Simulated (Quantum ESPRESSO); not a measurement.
# CsPbBr3 (Pm-3m): zone-centre phonons

Which modes does CsPbBr3 (Pm-3m) have at the zone centre?

Method: DFT LDA, scalar-relativistic, plane waves, PseudoDojo norm-conserving pseudopotentials, in Quantum ESPRESSO 7.5.

**1. Starting point**

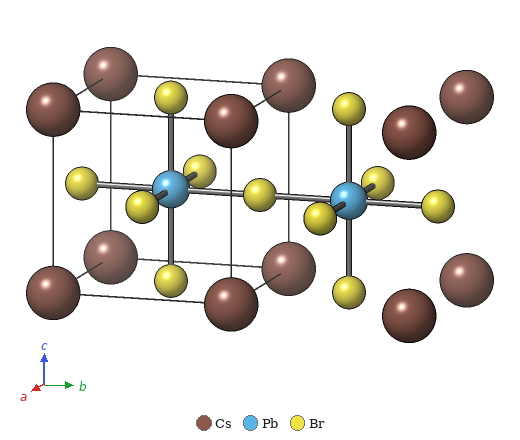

The cell as given, slightly off an axis (caesium brown, lead blue, bromine yellow). 1×2×1 cells are drawn. Some periodic images of atoms are drawn too.

Structure file:

```cif
data_structure
_symmetry_space_group_name_H-M 'Pm-3m'
_symmetry_Int_Tables_number 221
_cell_length_a 5.8700
_cell_length_b 5.8700
_cell_length_c 5.8700
_cell_angle_alpha 90.000
_cell_angle_beta 90.000
_cell_angle_gamma 90.000
_cell_volume 202.26
loop_
_atom_site_label
_atom_site_type_symbol
_atom_site_symmetry_multiplicity
_atom_site_Wyckoff_symbol
_atom_site_fract_x
_atom_site_fract_y
_atom_site_fract_z
_atom_site_occupancy
Cs1 Cs 1 a 0.00000 0.00000 0.00000 1
Pb1 Pb 1 b 0.50000 0.50000 0.50000 1
Br1 Br 3 c 0.00000 0.50000 0.50000 1
```

**2. A first look**

Before anything dear is run, a loose run with smearing shows whether this is a metal and how far the cell is from rest.

Input file probe.in:

```
&control
   calculation = 'scf'
   prefix = 'x'
   outdir = './tmp'
   pseudo_dir = './pseudo'
   tprnfor = .true.
   tstress = .true.
   verbosity = 'high'
/
&system
   ibrav = 1
   celldm(1) = 11.09269235
   nat = 5
   ntyp = 3
   ecutwfc = 62.0
   occupations = 'smearing'
   smearing = 'gaussian'
   degauss = 0.01
/
&electrons
   conv_thr = 1.0d-07
   mixing_beta = 0.7
   electron_maxstep = 100
/
ATOMIC_SPECIES
 Cs    132.9055  Cs.upf
 Pb    207.2000  Pb.upf
 Br     79.9040  Br.upf
ATOMIC_POSITIONS crystal
 Cs     0.000000000   0.000000000   0.000000000
 Pb     0.500000000   0.500000000   0.500000000
 Br     0.000000000   0.500000000   0.500000000
 Br     0.500000000   0.000000000   0.500000000
 Br     0.500000000   0.500000000   0.000000000
K_POINTS automatic
 4 4 4 0 0 0
```

Command:

```sh
OMP_NUM_THREADS=1 mpirun -n 4 pw.x -nk 4 -in probe.in > probe.out
```

The program printed:

```text
[banners, grids, parts of the stress and lines that vanish by symmetry left out]
Program PWSCF v.7.5
     bravais-lattice index     =            1
     lattice parameter (alat)  =      11.0927  a.u.
[...]
kinetic-energy cutoff     =      62.0000  Ry
     charge density cutoff     =     248.0000  Ry
     scf convergence threshold =      1.0E-07
[...]
Exchange-correlation= SLA  PW   NOGX NOGC
                           (   1   4   0   0   0   0   0)
[...]
48 Sym. Ops., with inversion, found
[...]
(     0          1          0      )
                  (     0          0          1      )
[...]
(  0.0000000  1.0000000  0.0000000 )
                  (  0.0000000  0.0000000  1.0000000 )
[...]
(     0         -1          0      )
                  (     0          0          1      )
[...]
( -1.0000000  0.0000000  0.0000000 )
                  (  0.0000000  1.0000000  0.0000000 )
[...]
number of k points=    10  Gaussian smearing, width (Ry)=  0.0100
[...]
End of self-consistent calculation
[...]
the Fermi energy is     4.2771 ev
!    total energy              =    -282.54470654 Ry
[...]
convergence has been achieved in   7 iterations
[...]
atom    1 type  1   force =     0.00000000    0.00000000    0.00000000
     atom    2 type  2   force =     0.00000000    0.00000000    0.00000000
     atom    3 type  3   force =     0.00000000    0.00000000    0.00000000
     atom    4 type  3   force =     0.00000000    0.00000000    0.00000000
     atom    5 type  3   force =     0.00000000    0.00000000    0.00000000
[...]
Total force =     0.000000     Total SCF correction =     0.000000
[...]
total   stress  (Ry/bohr**3)                   (kbar)     P=      -10.48
[...]
XML data file, charge density, pseudopotentials, collected wavefunctions

   JOB DONE.
```

The job ended after 22 s (4 MPI ranks of Intel Xeon at 2.70GHz, shared host).

Numbers from this step:

| Quantity | Value |
| --- | --- |
| volume per atom | 40.45 Å³ |
| pressure | -1.048 GPa |
| gap on the k-mesh | 1.385 eV |

A gap of 1.4 eV opens on this mesh, so the crystal is taken as an insulator; the start stands at -1.0 GPa.

**3. Relaxation**

The relaxation runs at a cutoff a fifth above that of the response, since stress converges more slowly with the basis than frequencies do. Forces and stress are brought to rest with tight thresholds.

Input file relax.in:

```
&control
   calculation = 'vc-relax'
   prefix = 'x'
   outdir = './tmp'
   pseudo_dir = './pseudo'
   tprnfor = .true.
   tstress = .true.
   forc_conv_thr = 2.0d-05
   etot_conv_thr = 1.0d-07
   nstep = 40
/
&system
   ibrav = 1
   celldm(1) = 11.09269235
   nat = 5
   ntyp = 3
   ecutwfc = 74
   occupations = 'fixed'
   nbnd = 24
/
&electrons
   conv_thr = 1.0d-11
   mixing_beta = 0.7
   electron_maxstep = 100
/
&ions
/
&cell
   press_conv_thr = 0.2
/
ATOMIC_SPECIES
 Cs    132.9055  Cs.upf
 Pb    207.2000  Pb.upf
 Br     79.9040  Br.upf
ATOMIC_POSITIONS crystal
 Cs     0.000000000   0.000000000   0.000000000
 Pb     0.500000000   0.500000000   0.500000000
 Br     0.000000000   0.500000000   0.500000000
 Br     0.500000000   0.000000000   0.500000000
 Br     0.500000000   0.500000000   0.000000000
K_POINTS automatic
 4 4 4 0 0 0
```

Command:

```sh
OMP_NUM_THREADS=1 mpirun -n 4 pw.x -nk 4 -in relax.in > relax.out
```

The program printed:

```text
[banners, grids, parts of the stress and lines that vanish by symmetry left out]
[banner, memory and clock lines left out]
Program PWSCF v.7.5

[...]
kinetic-energy cutoff     =      74.0000  Ry
     charge density cutoff     =     296.0000  Ry
     scf convergence threshold =      1.0E-11
[...]
energy convergence thresh.=      1.0E-07
     force convergence thresh. =      2.0E-05
     press convergence thresh. =      2.0E-01
     Exchange-correlation= SLA  PW   NOGX NOGC
                           (   1   4   0   0   0   0   0)
[...]
48 Sym. Ops., with inversion, found
[...]
number of k points=    10
[...]
End of self-consistent calculation
[...]
highest occupied, lowest unoccupied level (ev):     3.5385    4.9237
!    total energy              =    -282.54474773 Ry
[...]
convergence has been achieved in  10 iterations
[...]
atom    1 type  1   force =     0.00000000    0.00000000    0.00000000
     atom    2 type  2   force =     0.00000000    0.00000000    0.00000000
     atom    3 type  3   force =     0.00000000    0.00000000    0.00000000
     atom    4 type  3   force =     0.00000000    0.00000000    0.00000000
     atom    5 type  3   force =     0.00000000    0.00000000    0.00000000
     Total force =     0.000000     Total SCF correction =     0.000000
[...]
total   stress  (Ry/bohr**3)                   (kbar)     P=      -10.47
[...]
number of bfgs steps    =   0
[...]
CELL_PARAMETERS (alat= 11.09269235)
[...]
ATOMIC_POSITIONS (crystal)
Cs               0.0000000000        0.0000000000        0.0000000000
Pb               0.5000000000        0.5000000000        0.5000000000
Br               0.0000000000        0.5000000000        0.5000000000
Br               0.5000000000        0.0000000000        0.5000000000
[...]
New effective cutoffs (rho, wfc):  296.87   74.26
[...]
End of self-consistent calculation
[...]
highest occupied, lowest unoccupied level (ev):     3.6150    4.9788
!    total energy              =    -282.54523844 Ry
[...]
convergence has been achieved in   7 iterations
[...]
atom    1 type  1   force =     0.00000000    0.00000000    0.00000000
     atom    2 type  2   force =     0.00000000    0.00000000    0.00000000
     atom    3 type  3   force =     0.00000000    0.00000000    0.00000000
     atom    4 type  3   force =     0.00000000    0.00000000    0.00000000
     atom    5 type  3   force =     0.00000000    0.00000000    0.00000000
     Total force =     0.000000     Total SCF correction =     0.000000
[...]
total   stress  (Ry/bohr**3)                   (kbar)     P=       -9.37
[...]
number of bfgs steps    =   1
[...]
WARNING: bfgs curvature condition failed, Theta= 0.897
[...]
CELL_PARAMETERS (alat= 11.09269235)
[...]
ATOMIC_POSITIONS (crystal)
[...]
New effective cutoffs (rho, wfc):  298.46   74.66
[...]
End of self-consistent calculation
[...]
highest occupied, lowest unoccupied level (ev):     3.7313    5.0621
!    total energy              =    -282.54586793 Ry
[...]
convergence has been achieved in   9 iterations
[...]
atom    1 type  1   force =     0.00000000    0.00000000    0.00000000
     atom    2 type  2   force =     0.00000000    0.00000000    0.00000000
     atom    3 type  3   force =     0.00000000    0.00000000    0.00000000
[...]
number of bfgs steps    =   3
[...]
CELL_PARAMETERS (alat= 11.09269235)
[...]
ATOMIC_POSITIONS (crystal)
[...]
New effective cutoffs (rho, wfc):  304.56   76.18
[...]
End of self-consistent calculation
[...]
highest occupied, lowest unoccupied level (ev):     4.1822    5.3819
!    total energy              =    -282.54702223 Ry
[...]
convergence has been achieved in   8 iterations
[...]
Total force =     0.000000     Total SCF correction =     0.000000
[...]
total   stress  (Ry/bohr**3)                   (kbar)     P=       -0.57
[...]
number of bfgs steps    =   4
[...]
CELL_PARAMETERS (alat= 11.09269235)
[...]
ATOMIC_POSITIONS (crystal)
[...]
New effective cutoffs (rho, wfc):  305.03   76.30
[...]
End of self-consistent calculation
[...]
highest occupied, lowest unoccupied level (ev):     4.2177    5.4069
!    total energy              =    -282.54702789 Ry
[...]
convergence has been achieved in   7 iterations
[...]
Total force =     0.000000     Total SCF correction =     0.000000
[...]
total   stress  (Ry/bohr**3)                   (kbar)     P=        0.02
[...]
number of bfgs steps    =   5
[...]
CELL_PARAMETERS (alat= 11.09269235)
[...]
ATOMIC_POSITIONS (crystal)
[...]
New effective cutoffs (rho, wfc):  305.01   76.29
[...]
End of self-consistent calculation
[...]
highest occupied, lowest unoccupied level (ev):     4.2163    5.4059
!    total energy              =    -282.54702790 Ry
[...]
convergence has been achieved in   5 iterations
[...]
atom    3 type  3   force =     0.00000000    0.00000000    0.00000000
     atom    4 type  3   force =     0.00000000    0.00000000    0.00000000
     atom    5 type  3   force =     0.00000000    0.00000000    0.00000000
     Total force =     0.000000     Total SCF correction =     0.000000
[...]
total   stress  (Ry/bohr**3)                   (kbar)     P=       -0.00
[...]
bfgs converged in   7 scf cycles and   6 bfgs steps
[...]
End of BFGS Geometry Optimization
     Final enthalpy           =    -282.5470278958 Ry
     File ./tmp/x.bfgs deleted, as requested
[...]
CELL_PARAMETERS (alat= 11.09269235)
[...]
ATOMIC_POSITIONS (crystal)
[...]
Br               0.5000000000        0.0000000000        0.5000000000
Br               0.5000000000        0.5000000000        0.0000000000
[...]
Final scf calculation at the relaxed structure.
[...]
kinetic-energy cutoff     =      74.0000  Ry
     charge density cutoff     =     296.0000  Ry
     scf convergence threshold =      1.0E-13
[...]
press convergence thresh. =      2.0E-01
     Exchange-correlation= SLA  PW   NOGX NOGC
                           (   1   4   0   0   0   0   0)
[...]
48 Sym. Ops., with inversion, found
[...]
number of k points=    10
[...]
c_bands:  1 eigenvalues not converged
     c_bands:  1 eigenvalues not converged
[...]
End of self-consistent calculation
[...]
highest occupied, lowest unoccupied level (ev):     4.2163    5.4059
!    total energy              =    -282.54702141 Ry
[...]
convergence has been achieved in  11 iterations
[...]
atom    1 type  1   force =     0.00000000    0.00000000    0.00000000
     atom    2 type  2   force =     0.00000000    0.00000000    0.00000000
     atom    3 type  3   force =     0.00000000    0.00000000    0.00000000
     atom    4 type  3   force =     0.00000000    0.00000000    0.00000000
     atom    5 type  3   force =     0.00000000    0.00000000    0.00000000
     Total force =     0.000000     Total SCF correction =     0.000000
[...]
total   stress  (Ry/bohr**3)                   (kbar)     P=        0.00
[...]
XML data file, charge density, pseudopotentials, collected wavefunctions
```

Wall time 3.1 min (4 MPI ranks).

Step by step:

| step | energy less that of the first step (eV) | largest force (eV/Å) | pressure (GPa) | volume (Å³) |
| --- | --- | --- | --- | --- |
| 1 | 0.0000 | 0.0000 | -1.05 | 202.26 |
| 2 | -0.0067 | 0.0000 | -0.94 | 201.18 |
| 3 | -0.0152 | 0.0000 | -0.77 | 199.57 |
| 4 | -0.0247 | 0.0000 | -0.50 | 197.18 |
| 5 | -0.0309 | 0.0000 | -0.06 | 193.62 |
| 6 | -0.0310 | 0.0000 | 0.00 | 193.16 |
| 7 | -0.0310 | 0.0000 | 0.00 | 193.18 |
| 8 | -0.0309 | 0.0000 | 0.00 | 193.18 |

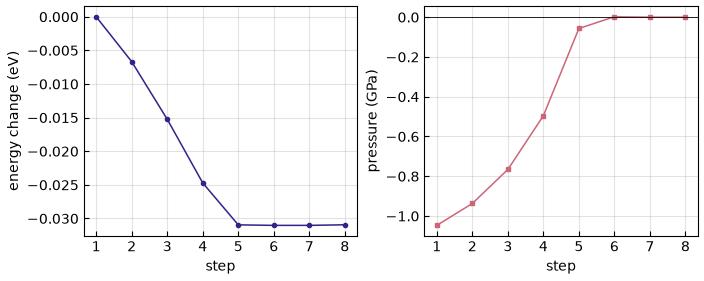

Energy and pressure along the relaxation.

| conventional cell, symmetrised | before | after | change |
| --- | --- | --- | --- |
| a (Å) | 5.870 | 5.781 | -1.5 % |
| b (Å) | 5.870 | 5.781 | -1.5 % |
| c (Å) | 5.870 | 5.781 | -1.5 % |
| volume (Å³/atom) | 40.45 | 38.64 | -4.5 % |

Final coordinates:

```
CELL_PARAMETERS angstrom
5.78080 0.00000 0.00000
0.00000 5.78080 0.00000
0.00000 0.00000 5.78080
ATOMIC_POSITIONS crystal
Cs 0.00000 0.00000 0.00000
Pb 0.50000 0.50000 0.50000
Br 0.00000 0.50000 0.50000
Br 0.50000 0.00000 0.50000
Br 0.50000 0.50000 0.00000
```

The last row of the table of steps is pw.x's closing run on a basis chosen anew for the final cell, so its energy can jump.

Numbers from this step:

| Item | Value |
| --- | --- |
| volume per atom | 38.64 Å³ |
| pressure | 0 GPa |
| gap on the k-mesh | 1.190 eV |

The volume changes by -4.5 % from the cell with which this run began.

**4. Ground state**

Perturbation theory inherits every error of the wavefunctions, so the threshold is set near the limit of the arithmetic. With a gap, occupations are fixed, which also allows the response to an electric field.

Input file scf.in:

```
&control
   calculation = 'scf'
   prefix = 'x'
   outdir = './tmp'
   pseudo_dir = './pseudo'
   tprnfor = .true.
   tstress = .true.
/
&system
   ibrav = 1
   celldm(1) = 10.92413718
   nat = 5
   ntyp = 3
   ecutwfc = 62.0
   occupations = 'fixed'
   nbnd = 24
/
&electrons
   conv_thr = 1.0d-12
   mixing_beta = 0.7
   electron_maxstep = 100
/
ATOMIC_SPECIES
 Cs    132.9055  Cs.upf
 Pb    207.2000  Pb.upf
 Br     79.9040  Br.upf
ATOMIC_POSITIONS crystal
 Cs     0.000000000   0.000000000   0.000000000
 Pb     0.500000000   0.500000000   0.500000000
 Br     0.000000000   0.500000000   0.500000000
 Br     0.500000000   0.000000000   0.500000000
 Br     0.500000000   0.500000000   0.000000000
K_POINTS automatic
 4 4 4 0 0 0
```

Command:

```sh
OMP_NUM_THREADS=1 mpirun -n 4 pw.x -nk 4 -in scf.in > scf.out
```

The program printed:

```text
[banners, grids, parts of the stress and lines that vanish by symmetry left out]
[banner, memory and clock lines left out]
Program PWSCF v.7.5

[...]
kinetic-energy cutoff     =      62.0000  Ry
     charge density cutoff     =     248.0000  Ry
     scf convergence threshold =      1.0E-12
[...]
Exchange-correlation= SLA  PW   NOGX NOGC
                           (   1   4   0   0   0   0   0)
[...]
48 Sym. Ops., with inversion, found
[...]
number of k points=    10
[...]
End of self-consistent calculation
[...]
highest occupied, lowest unoccupied level (ev):     4.2164    5.4059
!    total energy              =    -282.54698001 Ry
[...]
convergence has been achieved in  12 iterations
[...]
atom    1 type  1   force =     0.00000000    0.00000000    0.00000000
     atom    2 type  2   force =     0.00000000    0.00000000    0.00000000
     atom    3 type  3   force =     0.00000000    0.00000000    0.00000000
     atom    4 type  3   force =     0.00000000    0.00000000    0.00000000
     atom    5 type  3   force =     0.00000000    0.00000000    0.00000000
     Total force =     0.000000     Total SCF correction =     0.000000
[...]
total   stress  (Ry/bohr**3)                   (kbar)     P=       -0.01
[...]
XML data file, charge density, pseudopotentials, collected wavefunctions
```

It took 26 s on 4 MPI ranks; 1.7 min of CPU time.

Read from the output:

```
pressure          : -0.001 GPa
gap on the k-mesh : 1.189 eV
```

The cell stands at -0.001 GPa, close enough for phonons.

[end of part 1 of 3]

[Host names and launcher messages were left out of these logs when they were recorded.]

[Logs are printed without paths, hosts, clocks, repeated set-up lines and the standing remarks that a program may print on its own settings, such as how far it seeks lower states.]

[Hosts, paths, dates, database ids (printed as entryN), source tags and the programs' standing remarks are cut or masked in the printed files.]
